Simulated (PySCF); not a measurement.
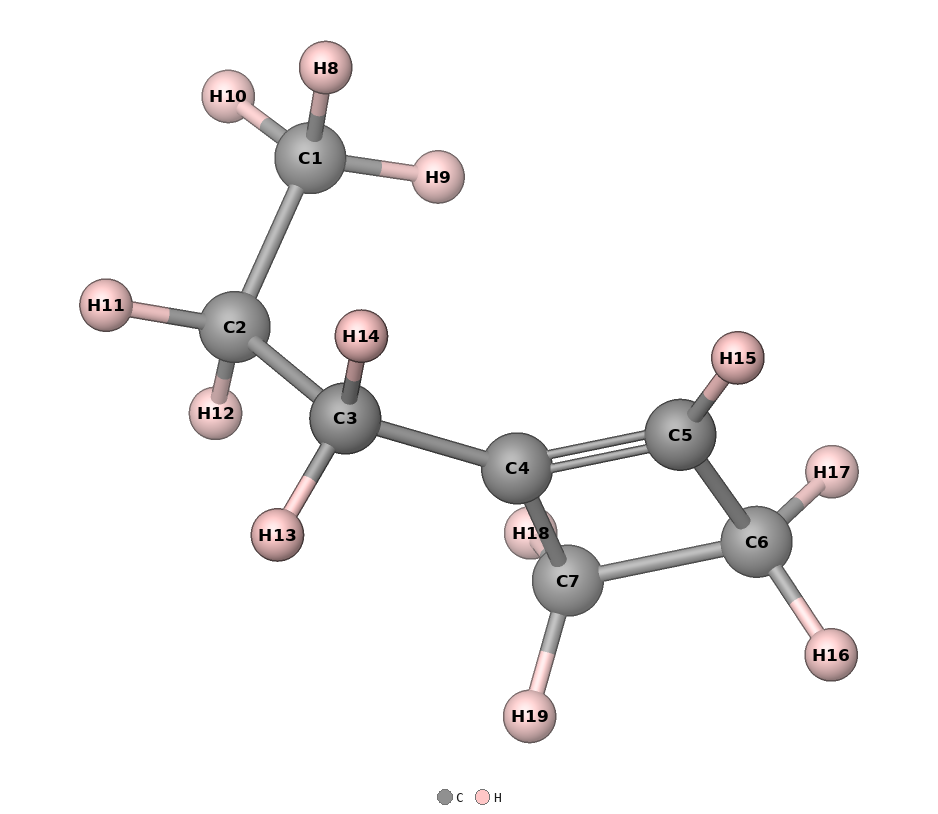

Distant atoms are faded towards the background colour. Computed geometry: PBE0-D3(BJ)/def2-SVP optimisation. No frequency run is at hand to confirm it as a minimum.

**What is the conformation of the ring C4–C5–C6–C7?**

It is planar. The Cremer–Pople amplitude Q is 0.00 Å.

**Give the torsion angles round the ring, beginning with the bond from its second to its third atom.**

0°, 0°, 0°, 0°.
